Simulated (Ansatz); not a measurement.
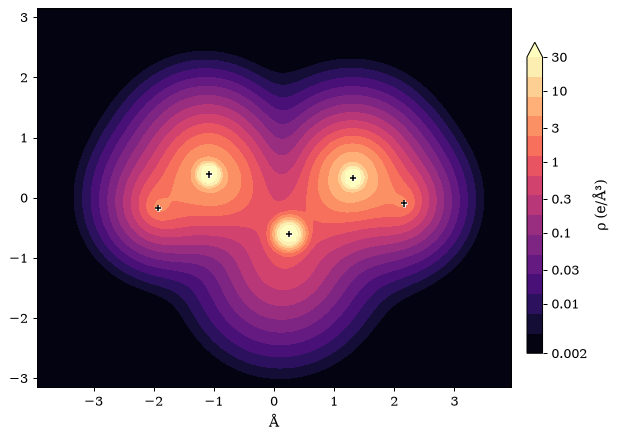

The electron density on a plane through atoms (crosses mark nuclei in the plane).

Computed with RKS PBE0-D4/def2-TZVPP (Ansatz 0.2.0).

Candidates:
A. Cl2H4Si2···HCl
B. BF2H4NO···H2
C. F3H3OSi

### Which system is this?

Candidate B: BF2H4NO···H2 on the plane of atoms O6, B1 and N8, which holds B, O, N and H. B–O (1.41 Å): ρ is about 1.9 e/Å³ halfway. B–N (1.66 Å): ρ at the midpoint is about 1.2 e/Å³.
